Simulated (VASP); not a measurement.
Shape and ions are relaxed at each volume.

Energy against volume of Sc (hcp). These are PW91 GGA, VASP's PBE PAW potentials (set 64) (plane waves; VASP) values and carry that method's errors.

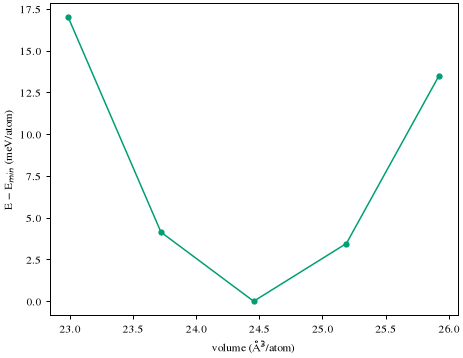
Energy against volume

Q: Estimate the equilibrium volume and the bulk modulus.

A: The minimum lies near 24.5 Å³/atom, and the curvature gives B0 of about 55 GPa.

The compound is Sc in the hcp structure. It was relaxed first.
